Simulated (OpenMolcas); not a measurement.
# Run report: CH$_{4}$ClFOSi, single-point calculation (part 2 of 2)

CH$_{4}$ClFOSi, SMILES C[Si](O)(F)Cl; HF/ANO-R0, RHF, sfX2C (OpenMolcas 26.06). The geometry comes from this level: PBE0-D4/def2-TZVP.

Geometry of the input (Å):
```
C  -1.1424  -0.1786  0.5122
Si 0.5613  0.2184  -0.0380
O  1.0481  -0.8866  -1.1225
F  1.5533  0.2303  1.2062
Cl 0.6894  2.0975  -0.8451
H  -1.8336  -0.1419  -0.3315
H  -1.4763  0.5347  1.2677
H  -1.1718  -1.1823  0.9424
H  1.8607  -0.7380  -1.6086
```

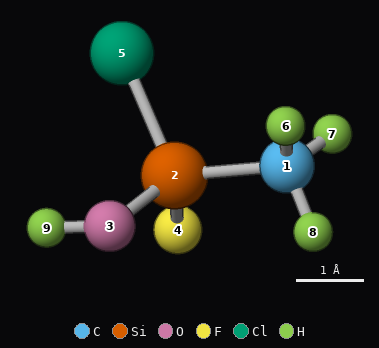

Figure 1. The structure (ball-and-stick view, seen at a tilt; atoms are numbered from 1 in the order of the input).

**What the program printed, continued**
```
::    Total SCF energy                               -964.5208711401
      One-electron energy                           -1963.1869589524
      Two-electron energy                             684.6240798480
      Nuclear repulsion energy                        314.0420079643
      Kinetic energy (interpolated)                   984.4363900409
      Virial theorem                                    0.9797696234
      Total spin, S(S+1)                                0.0000000000
      Total spin, S                                     0.0000000000
      Max non-diagonal density matrix element           0.0000016592
      Max non-diagonal Fock matrix element              0.0000001392

      No orbitals printed

++    Molecular charges:
      ------------------

      Mulliken charges per centre
      ---------------------------

                C1      SI2     O3      F4      CL5     H6      H7      H8      H9
      Total    7.1298 12.7588  8.5996  9.3645 17.3079  0.7287  0.7279  0.7356  0.6472

      N-E     -1.1298  1.2412 -0.5996 -0.3645 -0.3079  0.2713  0.2721  0.2644  0.3528

      Total electronic charge=   58.000000

      Total            charge=   -0.000000
--

++    Static properties:
      ------------------

      LoProp Charges per center

                   C1       SI2      O3       F4       CL5      H6       H7       H8       H9
      Nuclear      6.0000  14.0000   8.0000   9.0000  17.0000   1.0000   1.0000   1.0000   1.0000
      Electronic  -6.9560 -13.0097  -8.4919  -9.2951 -17.2346  -0.7656  -0.7668  -0.7687  -0.7115

      Total       -0.9560   0.9903  -0.4919  -0.2951  -0.2346   0.2344   0.2332   0.2313   0.2885
--

++    Natural Bond Order analysis
      ---------------------------
      Based on LoProp computed density
      -------------------------------------------------------------------------------------
      Atom A       Atom B       Bond Order
      -------------------------------------------------------------------------------------
      NBO located      0.997 non-bonded electrons on atom C1
      NBO located      0.995 non-bonded electrons on atom SI2
      NBO located      1.000 non-bonded electrons on atom SI2
      NBO located      0.999 non-bonded electrons on atom SI2
      NBO located      0.998 non-bonded electrons on atom SI2
      NBO located      0.998 non-bonded electrons on atom SI2
      NBO located      0.999 non-bonded electrons on atom O3
      NBO located      0.999 non-bonded electrons on atom F4
      NBO located      0.973 non-bonded electrons on atom F4
      NBO located      0.983 non-bonded electrons on atom CL5
      NBO located      0.998 non-bonded electrons on atom CL5
      NBO located      1.000 non-bonded electrons on atom CL5
      NBO located      1.000 non-bonded electrons on atom CL5
      NBO located      1.000 non-bonded electrons on atom CL5
      NBO located      1.000 non-bonded electrons on atom CL5
      The remaining   15.507 electrons are to be considered as diffuse
--

++    Molecular properties:
      ---------------------

      Charge (e):
                      =   -0.0000
      Dipole Moment (debye):
      Origin of the operator (angstrom)=    0.6119    0.5788   -0.1688
                   X=  6.2765E-01               Y= -1.1905E+00               Z= -4.4509E-01           Total=  1.4175E+00
      Quadrupole Moment (debye*angstrom):
      Origin of the operator (angstrom)=    0.6119    0.5788   -0.1688
                  XX= -4.6653E+01              XY= -1.4009E+00              XZ= -2.3041E+00              YY= -5.1577E+01
                  YZ=  1.1199E+00              ZZ= -4.8015E+01
      In traceless form (debye*angstrom)
                  XX=  3.1430E+00              XY= -2.1013E+00              XZ= -3.4562E+00              YY= -4.2428E+00
                  YZ=  1.6798E+00              ZZ=  1.0998E+00
--

--- Stop Module: scf /rc=_RC_ALL_IS_WELL_ ---

--- Start Module: localisation ---

                                           &LOCALISATION

                       available to each process: 1.9 GB of memory, 1 thread

 Header from vector file:

* SCF orbitals

 Pipek-Mezey localisation
 Convergence threshold:   1.0000E-06 (functional)
 Convergence threshold:   1.0000E-02 (gradient)
 Screening threshold  :   1.0000E-10 (orbital rotations)
 Frozen orbitals      :     10
 Orbitals to localise :     19

 CPU  time for localisation procedure:      0.00 seconds

++    Molecular orbitals:
      -------------------

      Title: Final localised MO's

      Molecular orbitals for symmetry species 1: a

      Basis set list:
        1 C1     1s                 11 SI2    2py                21 F4     2s                 31 CL5    3py
        2 C1     2s                 12 SI2    3py                22 F4     2px                32 CL5    2pz
        3 C1     2px                13 SI2    2pz                23 F4     2py                33 CL5    3pz
        4 C1     2py                14 SI2    3pz                24 F4     2pz                34 H6     1s
        5 C1     2pz                15 O3     1s                 25 CL5    1s                 35 H7     1s
        6 SI2    1s                 16 O3     2s                 26 CL5    2s                 36 H8     1s
        7 SI2    2s                 17 O3     2px                27 CL5    3s                 37 H9     1s
        8 SI2    3s                 18 O3     2py                28 CL5    2px
        9 SI2    2px                19 O3     2pz                29 CL5    3px
       10 SI2    3px                20 F4     1s                 30 CL5    2py

  Index Energy  Occupation Coefficients ...

    1 -105.0200    2.0000         25 CL5    1s     ( 0.999),

    2  -69.1630    2.0000          6 SI2    1s     ( 0.999),

    3  -25.9190    2.0000         20 F4     1s     ( 1.000),

    4  -20.3070    2.0000         15 O3     1s     ( 1.000),

    5  -11.2620    2.0000          1 C1     1s     ( 1.000),

    6  -10.4830    2.0000         26 CL5    2s     ( 0.999),

    7   -7.8820    2.0000         30 CL5    2py    ( 0.918),

    8   -7.8773    2.0000         28 CL5    2px    (-0.704),    32 CL5    2pz    ( 0.635),

    9   -7.8772    2.0000         28 CL5    2px    ( 0.708),    32 CL5    2pz    ( 0.667),

   10   -6.3638    2.0000          7 SI2    2s     ( 0.999),

   11    0.0000    2.0000          9 SI2    2px    (-0.518),    13 SI2    2pz    (-0.800),

   12    0.0000    2.0000         11 SI2    2py    ( 0.834),    13 SI2    2pz    ( 0.489),

   13    0.0000    2.0000          9 SI2    2px    (-0.816),    11 SI2    2py    (-0.461),

   14    0.0000    2.0000         21 F4     2s     (-0.934),

   15    0.0000    2.0000         16 O3     2s     (-0.723),    17 O3     2px    ( 0.417),    18 O3     2py    ( 0.547),

   16    0.0000    2.0000         27 CL5    3s     (-0.970),

   17    0.0000    2.0000          2 C1     2s     ( 0.393),     4 C1     2py    (-0.505),    36 H8     1s     ( 0.543),

   18    0.0000    2.0000         16 O3     2s     ( 0.368),    17 O3     2px    ( 0.523),    19 O3     2pz    (-0.274),    37 H9     1s     ( 0.499),

   19    0.0000    2.0000          2 C1     2s     (-0.372),     3 C1     2px    (-0.544),     8 SI2    3s     (-0.320),    10 SI2    3px    ( 0.349),

   20    0.0000    2.0000          2 C1     2s     (-0.392),     3 C1     2px    ( 0.350),     5 C1     2pz    ( 0.424),    34 H6     1s     (-0.542),

   21    0.0000    2.0000         21 F4     2s     (-0.294),    22 F4     2px    ( 0.461),    24 F4     2pz    ( 0.569),

   22    0.0000    2.0000          2 C1     2s     ( 0.390),     4 C1     2py    ( 0.359),     5 C1     2pz    ( 0.383),    35 H7     1s     ( 0.543),

   23    0.0000    2.0000         23 F4     2py    ( 0.944),

   24    0.0000    2.0000          8 SI2    3s     (-0.315),    14 SI2    3pz    ( 0.262),    16 O3     2s     (-0.423),    18 O3     2py    (-0.502),
                                  19 O3     2pz    (-0.349),

   25    0.0000    2.0000         22 F4     2px    (-0.736),    24 F4     2pz    ( 0.594),

   26    0.0000    2.0000         17 O3     2px    (-0.464),    18 O3     2py    ( 0.474),    19 O3     2pz    (-0.691),

   27    0.0000    2.0000         31 CL5    3py    ( 0.645),

   28    0.0000    2.0000         29 CL5    3px    ( 0.856),    33 CL5    3pz    ( 0.466),

   29    0.0000    2.0000         29 CL5    3px    (-0.474),    33 CL5    3pz    ( 0.772),

   30    0.1834    0.0000          2 C1     2s     (-1.062),    37 H9     1s     ( 0.532),

   31    0.2435    0.0000          2 C1     2s     (-0.629),    12 SI2    3py    ( 0.431),    16 O3     2s     ( 0.670),    34 H6     1s     ( 0.410),
                                  36 H8     1s     ( 0.574),    37 H9     1s     (-0.820),

   32    0.2518    0.0000          8 SI2    3s     (-0.738),    12 SI2    3py    (-0.802),    27 CL5    3s     ( 0.493),    31 CL5    3py    (-0.669),
                                  34 H6     1s     ( 0.501),    35 H7     1s     ( 0.428),

   33    0.3237    0.0000          5 C1     2pz    ( 0.808),    14 SI2    3pz    ( 0.585),    34 H6     1s     ( 1.091),    35 H7     1s     (-0.892),

   34    0.3531    0.0000          4 C1     2py    ( 1.059),    35 H7     1s     (-1.052),    36 H8     1s     ( 1.184),

   35    0.3898    0.0000          5 C1     2pz    (-0.775),    10 SI2    3px    ( 0.773),    14 SI2    3pz    ( 0.553),    21 F4     2s     (-0.476),
                                  34 H6     1s     (-0.703),    36 H8     1s     ( 0.455),

   36    0.4019    0.0000          3 C1     2px    ( 0.942),     8 SI2    3s     (-0.581),    10 SI2    3px    ( 1.055),    14 SI2    3pz    (-0.691),

   37    0.4898    0.0000          8 SI2    3s     (-0.721),    12 SI2    3py    ( 0.833),    14 SI2    3pz    ( 0.546),    17 O3     2px    (-0.518),
                                  19 O3     2pz    ( 0.630),    37 H9     1s     ( 0.711),

--

--- Stop Module: localisation /rc=_RC_ALL_IS_WELL_ ---

--- Start Module: localisation ---

                                           &LOCALISATION

                       available to each process: 1.9 GB of memory, 1 thread

 Header from vector file:

*Localised orbitals

 Pipek-Mezey localisation
 Convergence threshold:   1.0000E-06 (functional)
 Convergence threshold:   1.0000E-02 (gradient)
 Screening threshold  :   1.0000E-10 (orbital rotations)
 Frozen orbitals      :     29
 Orbitals to localise :      8

 CPU  time for localisation procedure:      0.00 seconds

++    Molecular orbitals:
      -------------------

      Title: Final localised MO's

      Molecular orbitals for symmetry species 1: a

      Basis set list:
        1 C1     1s                 11 SI2    2py                21 F4     2s                 31 CL5    3py
        2 C1     2s                 12 SI2    3py                22 F4     2px                32 CL5    2pz
        3 C1     2px                13 SI2    2pz                23 F4     2py                33 CL5    3pz
        4 C1     2py                14 SI2    3pz                24 F4     2pz                34 H6     1s
        5 C1     2pz                15 O3     1s                 25 CL5    1s                 35 H7     1s
        6 SI2    1s                 16 O3     2s                 26 CL5    2s                 36 H8     1s
        7 SI2    2s                 17 O3     2px                27 CL5    3s                 37 H9     1s
        8 SI2    3s                 18 O3     2py                28 CL5    2px
        9 SI2    2px                19 O3     2pz                29 CL5    3px
       10 SI2    3px                20 F4     1s                 30 CL5    2py

  Index Energy  Occupation Coefficients ...

    1 -105.0200    2.0000         25 CL5    1s     ( 0.999),

    2  -69.1630    2.0000          6 SI2    1s     ( 0.999),

    3  -25.9190    2.0000         20 F4     1s     ( 1.000),

    4  -20.3070    2.0000         15 O3     1s     ( 1.000),

    5  -11.2620    2.0000          1 C1     1s     ( 1.000),

    6  -10.4830    2.0000         26 CL5    2s     ( 0.999),

    7   -7.8820    2.0000         30 CL5    2py    ( 0.918),

    8   -7.8773    2.0000         28 CL5    2px    (-0.704),    32 CL5    2pz    ( 0.635),

    9   -7.8772    2.0000         28 CL5    2px    ( 0.708),    32 CL5    2pz    ( 0.667),

   10   -6.3638    2.0000          7 SI2    2s     ( 0.999),

   11    0.0000    2.0000          9 SI2    2px    (-0.518),    13 SI2    2pz    (-0.800),

   12    0.0000    2.0000         11 SI2    2py    ( 0.834),    13 SI2    2pz    ( 0.489),

   13    0.0000    2.0000          9 SI2    2px    (-0.816),    11 SI2    2py    (-0.461),

   14    0.0000    2.0000         21 F4     2s     (-0.934),

   15    0.0000    2.0000         16 O3     2s     (-0.723),    17 O3     2px    ( 0.417),    18 O3     2py    ( 0.547),

   16    0.0000    2.0000         27 CL5    3s     (-0.970),

   17    0.0000    2.0000          2 C1     2s     ( 0.393),     4 C1     2py    (-0.505),    36 H8     1s     ( 0.543),

   18    0.0000    2.0000         16 O3     2s     ( 0.368),    17 O3     2px    ( 0.523),    19 O3     2pz    (-0.274),    37 H9     1s     ( 0.499),

   19    0.0000    2.0000          2 C1     2s     (-0.372),     3 C1     2px    (-0.544),     8 SI2    3s     (-0.320),    10 SI2    3px    ( 0.349),

   20    0.0000    2.0000          2 C1     2s     (-0.392),     3 C1     2px    ( 0.350),     5 C1     2pz    ( 0.424),    34 H6     1s     (-0.542),

   21    0.0000    2.0000         21 F4     2s     (-0.294),    22 F4     2px    ( 0.461),    24 F4     2pz    ( 0.569),

   22    0.0000    2.0000          2 C1     2s     ( 0.390),     4 C1     2py    ( 0.359),     5 C1     2pz    ( 0.383),    35 H7     1s     ( 0.543),

   23    0.0000    2.0000         23 F4     2py    ( 0.944),

   24    0.0000    2.0000          8 SI2    3s     (-0.315),    14 SI2    3pz    ( 0.262),    16 O3     2s     (-0.423),    18 O3     2py    (-0.502),
                                  19 O3     2pz    (-0.349),

   25    0.0000    2.0000         22 F4     2px    (-0.736),    24 F4     2pz    ( 0.594),

   26    0.0000    2.0000         17 O3     2px    (-0.464),    18 O3     2py    ( 0.474),    19 O3     2pz    (-0.691),

   27    0.0000    2.0000         31 CL5    3py    ( 0.645),

   28    0.0000    2.0000         29 CL5    3px    ( 0.856),    33 CL5    3pz    ( 0.466),

   29    0.0000    2.0000         29 CL5    3px    (-0.474),    33 CL5    3pz    ( 0.772),

   30    0.0000    0.0000         35 H7     1s     (-1.533),

   31    0.0000    0.0000         17 O3     2px    (-0.618),    37 H9     1s     ( 1.235),

   32    0.0000    0.0000          8 SI2    3s     (-0.604),    12 SI2    3py    (-0.997),    27 CL5    3s     ( 0.583),    31 CL5    3py    (-0.730),

   33    0.0000    0.0000          5 C1     2pz    ( 0.777),    34 H6     1s     ( 1.535),

   34    0.0000    0.0000          4 C1     2py    (-0.904),    36 H8     1s     (-1.532),

   35    0.0000    0.0000          8 SI2    3s     ( 0.500),    10 SI2    3px    ( 0.688),    14 SI2    3pz    ( 0.855),    21 F4     2s     (-0.618),
                                  24 F4     2pz    ( 0.462),

   36    0.0000    0.0000          2 C1     2s     ( 0.691),     3 C1     2px    ( 0.863),     8 SI2    3s     (-0.864),    10 SI2    3px    ( 1.084),

   37    0.0000    0.0000          8 SI2    3s     ( 0.655),    10 SI2    3px    ( 0.417),    12 SI2    3py    (-0.759),    14 SI2    3pz    (-0.744),
                                  16 O3     2s     (-0.659),    18 O3     2py    (-0.466),    19 O3     2pz    (-0.488),

--

--- Stop Module: localisation /rc=_RC_ALL_IS_WELL_ ---

.##################.
.# Happy landing! #.
.##################.

    Timing: Wall=2.97 User=2.44 System=0.52
```

**Key numbers**

- outcome: converged
- total energy: −964.520871 hartree
- basis functions: 37
- HOMO: −11.63 eV
- LUMO: 4.99 eV
- dipole moment: 1.42 debye
- hardware: 1 thread of Arm Neoverse V2, 24 GiB of memory available, shared host
- wall time: 3.3 s
- peak memory: 0.38 GiB
